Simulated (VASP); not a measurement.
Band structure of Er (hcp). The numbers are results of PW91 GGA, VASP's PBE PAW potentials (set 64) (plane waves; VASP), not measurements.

The 4f electrons are frozen in the core of the lanthanide potential, so 4f levels, which can set the real gap, and their magnetism are missing.

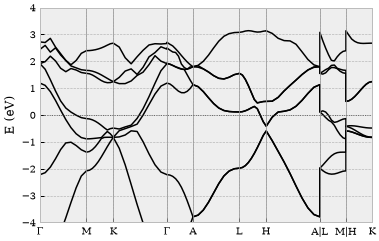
Figure. Bands along high-symmetry lines, zero at the valence-band maximum or, without a gap, the Fermi level

Read the plot: is there a gap, and where are the band edges?

It has no gap at this level: it comes out as a metal or semimetal. (Edges off the drawn lines would not show.)

The compound is Er in the hcp structure. It was relaxed first.
